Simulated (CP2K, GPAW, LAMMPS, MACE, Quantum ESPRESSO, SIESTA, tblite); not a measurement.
# Site energies of a vacancy of O in amorphous 59Ga2O3-41P2O5 (mol %) (64 atoms) across programs

Aim: compare the energies of a vacancy of O at unlike sites of amorphous 59Ga2O3-41P2O5 (mol %) (64 atoms), with plane waves as the reference.

The results are calculated values.

## (1) The cell

The cell holds 64 atoms (13 Ga, 9 P and 42 O), with edges of 9.22, 9.22 and 9.22 Å. Recipe: 64 atoms (13 Fe, 9 P, 42 O) placed at random at 3.33 g/cm³, melted at 5000 K for 10 ps at fixed volume with the Morse and Coulomb pair potential with partial charges (Pedone, Malavasi, Menziani, Cormack and Segre, J. Phys. Chem. B 110, 11780 (2006)). Quenched from 5000 K to 300 K at 100 K/ps and fixed volume, held 10 ps at zero pressure, then minimised at fixed cell. Then Fe was replaced by Ga and the cell scaled by 1.005 (the potential has no terms for the new elements, so the cell is a start for a DFT relaxation). Then the atoms were relaxed with MACE MPA-0 medium in the fixed cell.

## (2) The reference input

Quantum ESPRESSO 7.5: Kohn-Sham DFT, PBE, SSSP efficiency 1.3.0 pseudopotentials, plane waves. Its input, pw.in, for the unchanged cell:

```
&control
  calculation = 'scf'
  pseudo_dir = './pseudo'
  outdir = './tmp'
  disk_io = 'none'
  tprnfor = .true.
  tstress = .true.
/
&system
  ibrav = 0
  nat = 64
  ntyp = 3
  ecutwfc = 60
  ecutrho = 480
  nosym = .true.
  occupations = 'smearing'
  smearing = 'fd'
  degauss = 0.003675
/
&electrons
  conv_thr = 3.2e-07
  electron_maxstep = 100
  mixing_beta = 0.4
  mixing_mode = 'plain'
  diagonalization = 'david'
/
ATOMIC_SPECIES
Ga 69.723 Ga.upf
P 30.974 P.upf
O 15.999 O.upf
CELL_PARAMETERS angstrom
9.21782 0.00000 0.00000
0.00000 9.21782 0.00000
0.00000 0.00000 9.21782
ATOMIC_POSITIONS crystal
Ga 0.36516 0.07197 0.18228
Ga 0.92541 0.18999 0.80907
Ga 0.74429 0.06559 0.52479
Ga 0.24490 0.43719 0.29570
[... 58 atom lines left out ...]
O 0.76382 0.88947 0.63951
O 0.75868 0.18874 0.69634
K_POINTS gamma
```

```console
$ OMP_NUM_THREADS=1 mpirun -np 4 pw.x -in pw.in > output.txt
```

It took 2.6 min on 4 MPI ranks of Arm Neoverse V2, shared host; peak memory 2.3 GiB; 10 min of CPU time.

It converged with an r.m.s. force component of 0.11 eV/Å and a pressure of 2.3 GPa.

## (3) The levels

The levels share the cells and solve them as single points, though not every level runs every cell. CPU time is summed over a level's finished runs, on a host shared with the other runs, so it is rough; the force column is the median over cells of the r.m.s. difference of force components from the reference.

| level | basis or training data | k-points | runs finished | CPU time | peak memory (GiB) | force difference (meV/Å) |
| --- | --- | --- | --- | --- | --- | --- |
| QE, PBE | plane waves, SSSP efficiency, 60/480 Ry | Γ | 4 of 4 | 46 min | 2.3 | reference |
| CP2K double zeta, PBE | DZVP-UZH, GTH-PBE potentials, 800 Ry | Γ | 3 of 3 | 15 min | 4.9 | 79 |
| GPAW dzp, PBE | dzp orbitals, PAW, h 0.18 Å | Γ | 3 of 3 | 5 min | 1.4 | 526 |
| SIESTA DZP, PBE | DZP orbitals, shift 0.01 Ry, mesh 500 Ry | Γ | 3 of 3 | 13 min | 1.7 | 235 |
| tblite GFN1-xTB | tight binding with its own dispersion term | Γ | 3 of 3 | 11 s | 0.11 | 361 |
| MACE MP-0b3 medium | trained on PBE(+U) plane-wave data | - | 4 of 4 | 27 s | 0.97 | 163 |
| MACE MPA-0 medium | trained on PBE(+U) plane-wave data | - | 4 of 4 | 27 s | 0.96 | 137 |

The reference's own r.m.s. force component runs from 112 to 150 meV/Å over these cells. MACE MPA-0 medium relaxed the atoms, so in the cells that it relaxed its own forces are small, and its entry isn't an independent test there.

## (4) The sites

Each changed cell was relaxed with MACE MPA-0 medium before the single points. Neighbours are the site's nearest atoms before the change.

```csv
site,nearest atoms,their mean distance (Å),atoms within 6 Å,largest move on relaxing (Å),longest force left in the reference (eV/Å)
O50,P,1.51,70,0.37,0.61
O44,GaP,1.74,70,0.76,0.87
O25,Ga3,1.92,81,0.51,0.47
```

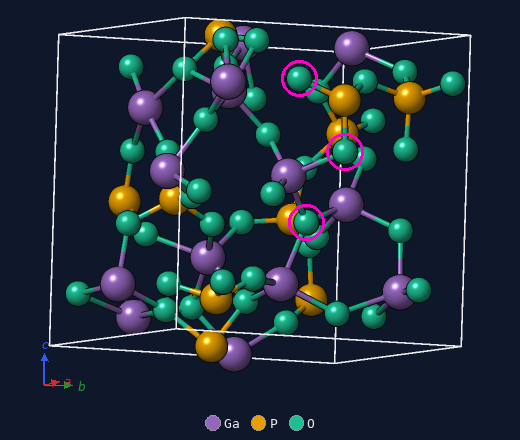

The unchanged cell with the tried sites ringed (gallium purple, phosphorus orange, oxygen teal). Some periodic images of atoms are drawn too.

## (5) Site energies

All changed cells hold the same atoms, so within one level their energies compare with no chemical potential. Energies in eV, less that of O50, the reference's cheapest site; the last column is the largest deviation from the reference once each row's mean is taken off.

```
                level   O50    O44    O25  cheapest  largest deviation
              QE, PBE  0.00   0.21   0.38       O50                  -
CP2K double zeta, PBE  0.00   0.16   0.39       O50               0.04
        GPAW dzp, PBE  0.00  -0.15   0.73       O44               0.36
      SIESTA DZP, PBE  0.00   0.15   0.60       O50               0.17
      tblite GFN1-xTB  0.00   0.49  -1.35       O25               1.25
   MACE MP-0b3 medium  0.00   0.25   0.29       O50               0.08
    MACE MPA-0 medium  0.00   0.07   0.49       O50               0.13
```

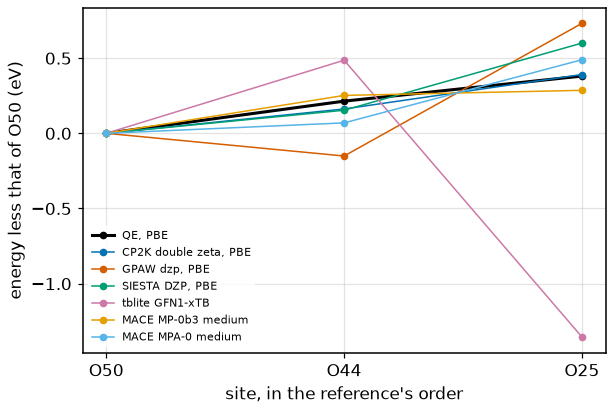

Site energies by level.

## (6) Outcome

In the reference the cheapest site is O50 (P) and the dearest O25 (Ga3), 0.38 eV higher. 4 of the 6 other levels pick the same cheapest site; GPAW dzp, PBE picks O44 and tblite GFN1-xTB picks O25. CP2K double zeta, PBE follows the reference most closely (0.04 eV at worst) and tblite GFN1-xTB least (1.25 eV).

The other programs at PBE deviate by 0.36 eV at most, the learned potentials by 0.08 to 0.13 eV. The reference's gap of 2.41 eV in the unchanged cell becomes 1.40 eV (O50), 1.30 eV (O44) and 2.30 eV (O25).

**Limits.** The geometries are those of MACE MPA-0 medium; forces of up to 0.87 eV/Å remain in the reference, so relaxing in DFT would lower the energies, by amounts that can differ from site to site and can change the order. For MACE MPA-0 medium alone these are relaxed energies. Defects interact with their periodic images. The reference has no spin polarisation, so cut bonds at a vacancy can't carry moments. Only 3 of the 42 O sites are compared. Learned potentials don't solve for electrons, so the charge or spin state of a defect can't be set in them. The quench rate of 100 K/ps is many orders above laboratory rates, so the cell is likely richer in defects and strain than a real sample. The reference samples only Γ, in a cell whose shortest periodic width is 9 Å. The reference isn't exact: its cutoffs and mesh weren't converged further here, and in our tests on small cells the SSSP efficiency potentials stood apart from two norm-conserving sets for C–F bonds most, for P–O and Y–O bonds less. SIESTA's automatically made basis is far from complete, and its potentials were converted by us (checked for H, C, O, Si, Ge and Ca alone). GPAW's Ga setup keeps the 3d shell in the core. The reference's 60/480 Ry lie under the cutoffs that SSSP recommends for Ga (70/560 Ry). Spin–orbit coupling is left out. Where levels are smeared, the DFT runs use Fermi–Dirac occupations at 580 K (0.05 eV), and energies are free energies.

[Logs are printed without paths, hosts, clocks, repeated set-up lines and the standing remarks that a program may print on its own settings, such as how far it seeks lower states.]

[Hosts, paths, dates, database ids (printed as entryN), source tags and the programs' standing remarks are cut or masked in the printed files.]
